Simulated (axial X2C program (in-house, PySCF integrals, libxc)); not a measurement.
**NAlN²⁺: bond lengths and stretches, held linear**

Aim: the two bond lengths and stretching wavenumbers of linear NAlN²⁺, with and without spin–orbit coupling, at PBE0, r2SCAN.

Program: an in-house X2C program for linear molecules on PySCF integrals. Level of theory: all-electron X2C, two-component (2c) or spin-free, N dyall-av3z, Al dyall-v3z. These are calculated values, not measurements.

All values are calculated.

2 further runs of the same task are left out: 2 set aside as unsound or not needed.

### Step 1. The job

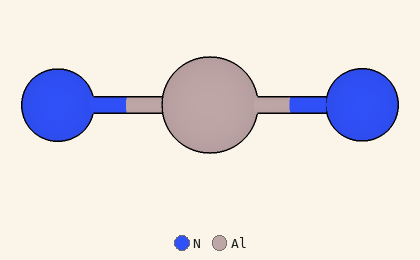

The atoms on one line, bonds 1.730 and 1.730 Å (nitrogen blue, aluminium light grey).

task.json reads:

```json
{"zs": [7, 13, 7], "q": 2, "bas": ["dyall-av3z", "dyall-v3z", "dyall-av3z"], "r0": [1.73, 1.73], "symm": 1, "scan": ["PBE0", "HF", "r2SCAN"], "levels": ["PBE0", "HF", "r2SCAN"], "nst": 2}
```

Keys: zs atomic numbers; q charge; bas basis sets; r0 starting distance in Å; symm equal bonds; scan levels of the two-bond scan; levels methods; nst determinants followed.

On the command line:

```
python solin.py task.json out
```

Masses N 14.003, Al 26.982, N 14.003 u.

### Step 2. Scan at PBE0, 2c

State: Ω = 5/2 (beyond evenly filled blocks: ω = -1/2, 2 × ω = 3/2). Energies above the lowest point, from the job's result record:

| r(N–Al) (Å) | r(Al–N) (Å) | E (meV) |
| --- | --- | --- |
| 1.9685 | 1.9685 | 19.52 |
| 1.9685 | 2.0190 | 9.87 |
| 1.9685 | 2.0695 | 17.71 |
| 2.0190 | 1.9685 | 9.87 |
| 2.0190 | 2.0190 | 0.00 |
| 2.0190 | 2.0695 | 7.57 |
| 2.0190 | 2.1200 | 28.24 |
| 2.0695 | 1.9685 | 17.71 |
| 2.0695 | 2.0190 | 7.57 |
| 2.0695 | 2.0695 | 14.82 |
| 2.1200 | 2.0190 | 28.24 |
| 2.1200 | 2.1200 | 55.12 |

A quadratic surface with cubic terms in each bond gives the minimum at 2.020 and 2.020 Å, force constants 1.09, 1.09 and coupling -0.02 mdyn/Å.

### Step 3. Scan at r2SCAN, 2c

State: Ω = 5/2 (beyond evenly filled blocks: ω = -1/2, 2 × ω = 3/2). Energies above the lowest point, from the job's result record:

| r(N–Al) (Å) | r(Al–N) (Å) | E (meV) |
| --- | --- | --- |
| 1.9685 | 1.9685 | 14.49 |
| 1.9685 | 2.0190 | 7.55 |
| 1.9685 | 2.0695 | 18.85 |
| 2.0190 | 1.9685 | 7.55 |
| 2.0190 | 2.0190 | 0.00 |
| 2.0190 | 2.0695 | 10.70 |
| 2.0190 | 2.1200 | 34.89 |
| 2.0695 | 1.9685 | 18.85 |
| 2.0695 | 2.0190 | 10.70 |
| 2.0695 | 2.0695 | 20.81 |
| 2.1200 | 2.0190 | 34.89 |
| 2.1200 | 2.1200 | 67.43 |

A quadratic surface with cubic terms in each bond gives the minimum at 2.012 and 2.012 Å, force constants 1.19, 1.19 and coupling -0.04 mdyn/Å.

### Step 4. Scan at PBE0, spin-free

State: M_S = 5/2, Λ = 0 (beyond evenly filled blocks: σα, 2 × π+α, 2 × π-α). Energies above the lowest point, from the job's result record:

| r(N–Al) (Å) | r(Al–N) (Å) | E (meV) |
| --- | --- | --- |
| 1.9685 | 1.9685 | 19.48 |
| 1.9685 | 2.0190 | 9.86 |
| 1.9685 | 2.0695 | 17.71 |
| 2.0190 | 1.9685 | 9.86 |
| 2.0190 | 2.0190 | 0.00 |
| 2.0190 | 2.0695 | 7.58 |
| 2.0190 | 2.1200 | 28.27 |
| 2.0695 | 1.9685 | 17.71 |
| 2.0695 | 2.0190 | 7.58 |
| 2.0695 | 2.0695 | 14.85 |
| 2.1200 | 2.0190 | 28.27 |
| 2.1200 | 2.1200 | 55.17 |

A quadratic surface with cubic terms in each bond gives the minimum at 2.020 and 2.020 Å, force constants 1.09, 1.09 and coupling -0.02 mdyn/Å.

### Step 5. The levels side by side

| level | r(N–Al) (Å) | r(Al–N) (Å) | lower stretch (cm⁻¹) | upper stretch (cm⁻¹) |
| --- | --- | --- | --- | --- |
| PBE0, 2c | 2.020 | 2.020 | 359.8 | 522.8 |
| r2SCAN, 2c | 2.012 | 2.012 | 373.2 | 549.8 |
| PBE0, spin-free | 2.020 | 2.020 | 359.8 | 522.9 |
| r2SCAN, spin-free | 2.012 | 2.012 | 373.2 | 549.9 |

Scans not shown above were run alike.

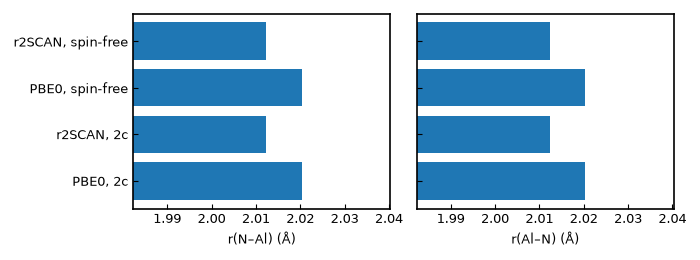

The two bond lengths by level.

What this shows: Over the levels the N–Al bond spans 2.012 to 2.020 Å and the Al–N bond 2.012 to 2.020 Å. At PBE0 spin–orbit coupling leaves both bonds unchanged to 0.001 Å. Each state is one determinant, the lowest of a limited PBE0 search; the stretches come from a fit to few points and are good to some per cent at best. The stretches are sorted by size, and where the two bonds are alike the symmetric and antisymmetric modes can swap order between levels. A multiply charged ion may be only metastable. The molecule was held linear; bending was not examined, so a bent shape may lie lower. Note: several unpaired electrons, one determinant need not be a pure state.
